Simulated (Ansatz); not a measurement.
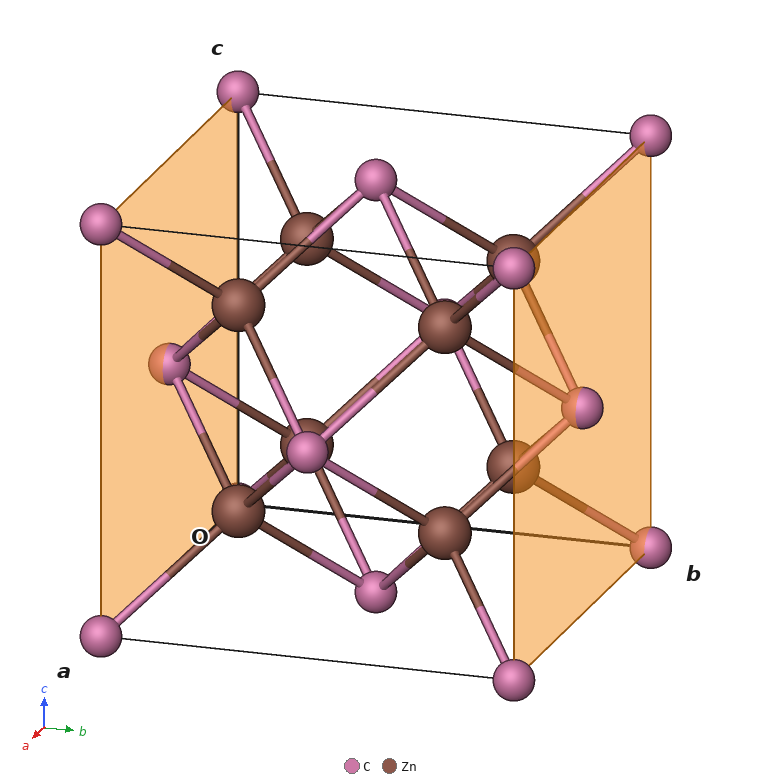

Crystal: Zn2C, the input geometry of an electronic-structure calculation (not necessarily at equilibrium); the starting structure was generated, so it need not be a known form of this composition. Every member of one family of equally spaced planes, hx + ky + lz = a whole number, that cuts the unit cell is shaded (one member passes through the origin O). All values are computed from the atomic coordinates in the standard setting (tolerance 0.002 Å).

a = 5.156 Å, b = 5.156 Å, c = 5.156 Å, α = 90.00°, β = 90.00°, γ = 90.00°.

**Which (hkl) family is drawn?**

(0 1 0); the opposite sign names the same planes. The member next to the origin meets the axes a never, b at 1, c never.

**What is the spacing?**

d = 5.156 Å.

**Which atoms of the cell lie in these planes (within 0.03 Å)?**

2 of the 4 C.
